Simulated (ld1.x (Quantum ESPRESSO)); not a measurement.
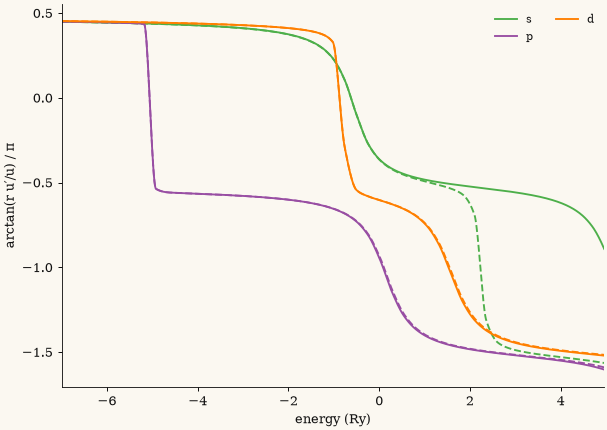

Unwrapped phase arctan(r u′/u) in units of π against energy, all-electron (solid) and pseudo (dashed); the pseudo phase is matched to the all-electron one at the reference energy. Here u = r R(r). A near-vertical step is a level narrower than the spacing of the points behind the curves.

Input of ld1.x (Quantum ESPRESSO) 7.5:

```
 &input
   title='Co', zed=27., rel=1, dft='PBE', iswitch=3,
   config='[Ar] 3d7 4s1 4p1',
   nld=3, rlderiv=2.55, eminld=-7.0, emaxld=5.0, deld=0.02
 /
 &inputp
   pseudotype=2, tm=.false., rho0=0.01, lloc=2,
   nlcc=.false.,
   file_pseudopw='Co.UPF', file_wfcaegen='ae.wfc', file_wfcncgen='nc.wfc', file_beta='beta', file_chi='chi'
 /
3
4S  1  0   1.00   0.00  2.35  2.35  0.0
3P  2  1   6.00   0.00  1.35  1.35  0.0
3D  3  2   7.00   0.00  1.15  1.15  0.0
 &test
   configts(1)='3p6 3d7 4s1 4p1'
 /
```

Launched with:
```bash
ld1.x < Co.in > Co.out
```

Functional and relativity: PBE, scalar-relativistic.

Question: Is there a sign of a ghost state?

Answer: Going away from the reference energies, the phases part by more than π/2 in: s at about 2.2 Ry (above its reference energy, pseudo phase lower). Such a step is either a state that only one of the two atoms has or an ordinary level shifted in energy. The separate test gives: ghost state below the valence levels: s at -272.4 eV. The bound ghosts lie below the range of the plot.

Question: Over which energies does the pseudo-atom scatter like the all-electron atom (phases within 0.05 rad)?

Answer: s: up to about 1.3 Ry; p: over the whole range drawn; d: up to about 1.5 Ry.
